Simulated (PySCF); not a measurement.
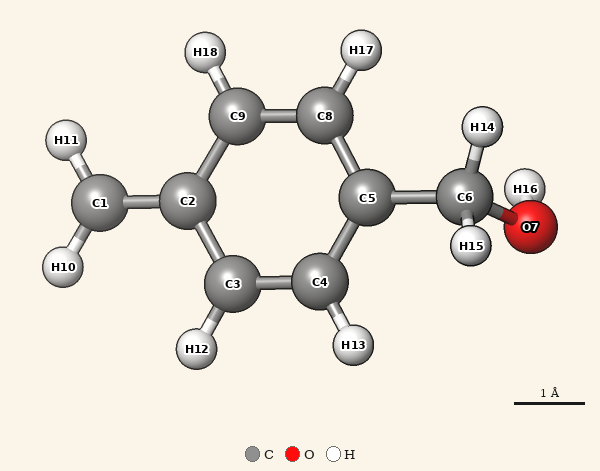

**Figure 1.** The structure (ball-and-stick view, seen at a tilt; atoms are numbered from 1 in the order of the input).

# C$_{8}$H$_{9}$O: EPR calculation

System: C$_{8}$H$_{9}$O, multiplicity 2.
Method: UKS B3LYP, pcH-1 on C H O, non-relativistic, mean-field spin-orbit, GIAO (PySCF 2.14.0).

It belongs to a series of runs on one base structure; here: X = H replaced by CH2OH.

Output:
```
UKS, coarse grid
  cycle   1  E = -385.35826667  |g| = 5.24e-01
  cycle   2  E = -385.25661980  |g| = 7.60e-01
  cycle   3  E = -385.46644572  |g| = 9.16e-02
  cycle   4  E = -385.46983853  |g| = 3.31e-02
  cycle   5  E = -385.47046917  |g| = 1.08e-02
  cycle   6  E = -385.47054412  |g| = 7.92e-03
  cycle   7  E = -385.47059923  |g| = 3.03e-03
  cycle   8  E = -385.47061147  |g| = 1.84e-03
  cycle   9  E = -385.47061433  |g| = 5.42e-04
UKS, final grid
  cycle   1  E = -385.47059213  |g| = 7.71e-04
  cycle   2  E = -385.47059151  |g| = 1.38e-03
  cycle   3  E = -385.47059259  |g| = 1.24e-04
  cycle   4  E = -385.47059262  |g| = 1.24e-04
  cycle   5  E = -385.47059264  |g| = 5.62e-05
  cycle   6  E = -385.47059265  |g| = 1.21e-05
E = -385.47059265 Eh   <S^2> = 0.7813 (exact 0.7500)
g shifts (ppm)      1          2          3
  rmc          -146       -146       -146
  gc              3         37         38
  oz_so          -3        433        571
  total        -146        323        463
hyperfine (MHz)  atom isotope    a_iso     a_fc   dipolar eigenvalues
    0   13C      58.62      58.62    -56.98    -55.85    112.83
    1   13C     -41.43     -41.43    -21.07      8.38     12.69
    2   13C      23.52      23.52    -18.44    -18.18     36.62
    3   13C     -21.61     -21.61    -16.34      7.29      9.05
    4   13C      27.62      27.62    -23.49    -21.92     45.41
    5   13C      -8.50      -8.50     -0.39     -0.23      0.62
    6   17O      -9.36      -9.36     -7.31      3.40      3.91
    7   13C     -22.25     -22.25    -16.12      7.11      9.02
    8   13C      24.87      24.87    -19.93    -19.69     39.61
    9    1H     -44.79     -44.79    -26.44     -0.86     27.30
   10    1H     -44.75     -44.75    -26.34     -0.90     27.24
   11    1H     -15.53     -15.53     -6.02     -2.20      8.22
   12    1H       6.83       6.83     -2.36     -1.19      3.55
   13    1H       0.94       0.94     -1.75     -1.11      2.87
   14    1H      11.05      11.05     -1.83     -0.91      2.73
   15    1H      -1.89      -1.89     -2.87      0.02      2.85
   16    1H       6.72       6.72     -2.44     -1.08      3.52
   17    1H     -16.68     -16.68     -6.73     -2.16      8.90
```

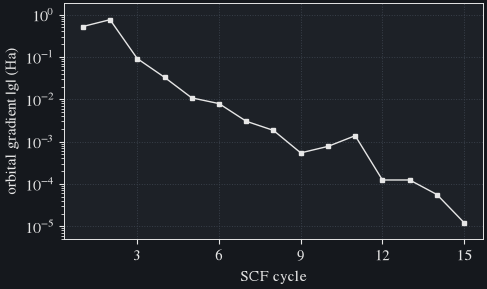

**Figure 2.** Convergence of the self-consistent field: orbital gradient |g| against the SCF cycle. All cycles printed in the log are drawn one after another.

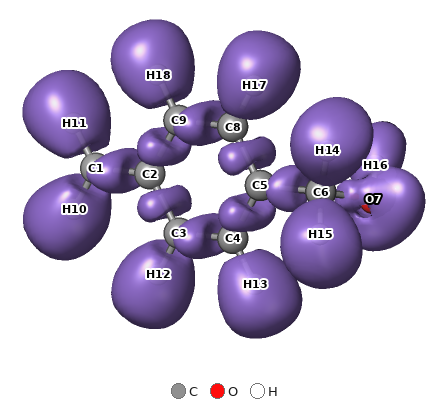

**Figure 3.** Isosurface of the ELF at 0.75 (purple), seen at a tilt. Core shells and regions of very low density are left out. Profiles from the grid: C–C (1.37 Å): the ELF peaks at about 0.95 between the atoms (a covalent bond).

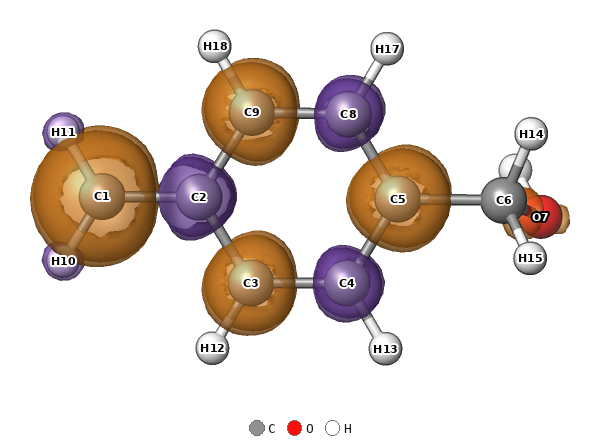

**Figure 4.** Isosurfaces of the spin density (α minus β) at +0.02 (orange) and −0.02 e/Å³ (purple), seen face on. The unpaired spin (1 electron) lies mostly on C1 (about 0.5), C5 (about 0.2), C9 (about 0.2) and C3 (about 0.1), in electrons by Hirshfeld's partition.

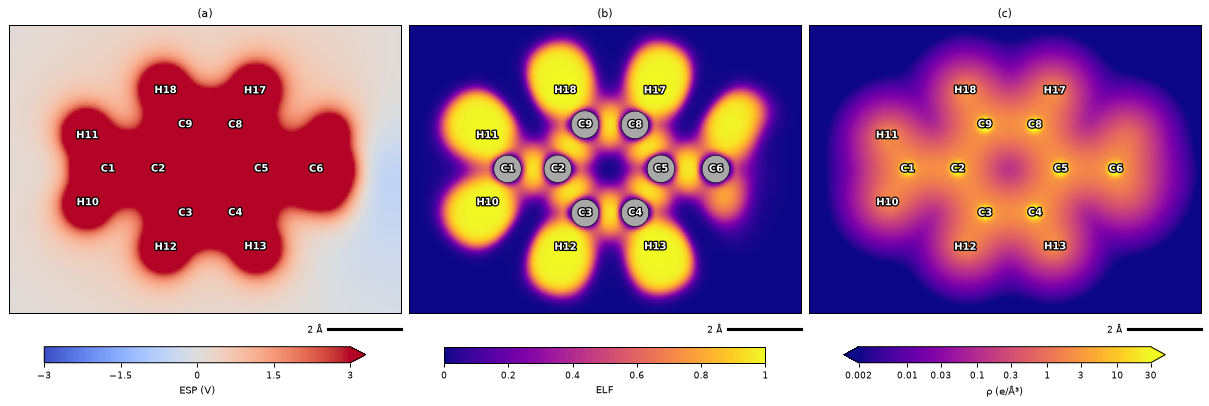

**Figure 5.** (a) molecular electrostatic potential; (b) ELF; (c) electron density on the plane of atoms C6, C5 and C8. Grey discs, where drawn, cover atomic cores. C–C (1.50 Å): ρ is about 1.7 e/Å³ halfway; the ELF peaks at about 0.95 between the atoms (localised, shared-pair bonding). C–H (1.07 Å): ρ is about 2 e/Å³ halfway; the ELF climbs to about 1 towards the hydrogen, as it does in any bond to H (a covalent bond by its length).

This output came from the following input.

The input:
```
{"job": {"kind": "epr", "basis": "pcH-1"}, "charge": 0, "multiplicity": 2}
C      3.136221    -0.241828    -0.320246
C      1.778533    -0.100839    -0.134934
C      1.051633     0.961821    -0.744283
C     -0.297176     1.098711    -0.553665
C     -1.005651     0.200057     0.250643
C     -2.495914     0.333689     0.404224
O     -3.192261    -0.115781    -0.744179
C     -0.313962    -0.855932     0.850576
C      1.036277    -1.008322     0.672654
H      3.688109     0.450647    -0.929669
H      3.683589    -1.045277     0.138485
H      1.591335     1.663054    -1.363543
H     -0.835122     1.906661    -1.028110
H     -2.836298    -0.218209     1.292778
H     -2.779292     1.383734     0.514394
H     -2.922664    -1.021963    -0.931112
H     -0.856790    -1.557653     1.469925
H      1.560672    -1.826254     1.144405
```

The first line tells a small driver script what to run in PySCF; the rest is the geometry in Å.

Launched with:
```bash
OMP_NUM_THREADS=1 python <driver script> task.json out
```

Key numbers:

| quantity | value |
| --- | --- |
| outcome | converged |
| total energy | −385.470593 hartree |
| ⟨S²⟩ | 0.781 |
| isotropic g | 2.0025 |
| hardware | 1 CPU thread, shared host |
| wall time | 97 s |
| peak memory | 0.98 GiB |
